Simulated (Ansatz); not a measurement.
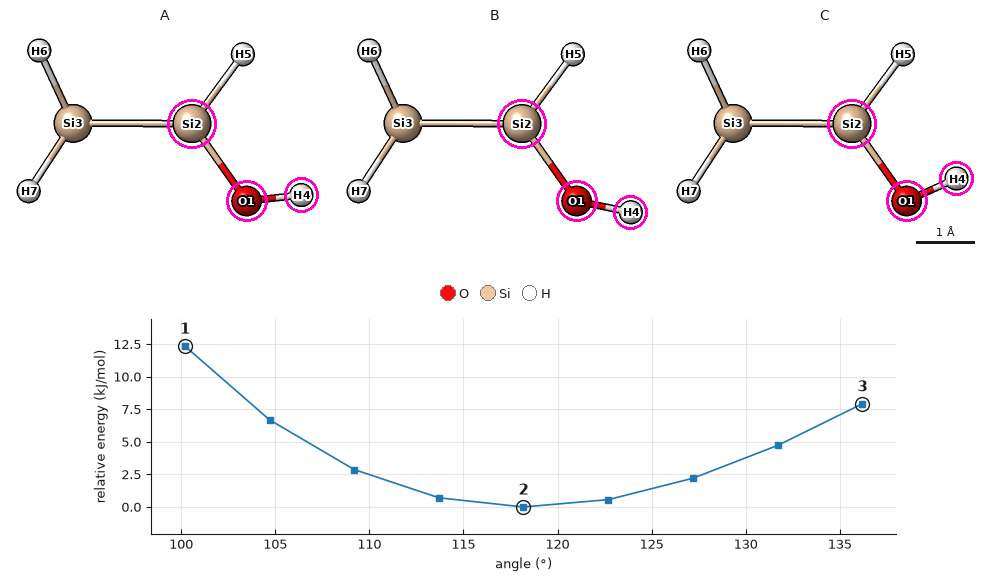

A scan of Si2H4O: the H4–O1–Si2 angle is varied, with the rest of the molecule carried along rigidly. The frames are shuffled; the numbered points of the plot belong to them. A ball-and-stick model, seen onto the plane of the angle. The ringed atoms are those of the scanned coordinate.

Level of theory: PBE0-D4 (def2-TZVPP, Ansatz), on geometries moved rigidly from the minimum at PBE0-D4/def2-TZVP. Energies are counted from the PBE0-D4/def2-TZVP minimum geometry at the same level.

### Match the frames to the points.

Point 1 is frame C (the angle 100.2°, 12.4 kJ/mol); 2 is frame A (the angle 118.2°, 0.0 kJ/mol); 3 is frame B (the angle 136.2°, 7.9 kJ/mol). The lowest computed point lies at the angle 118.2° (0.0 kJ/mol). The curvature at the lowest point is about 2.1 eV/rad².
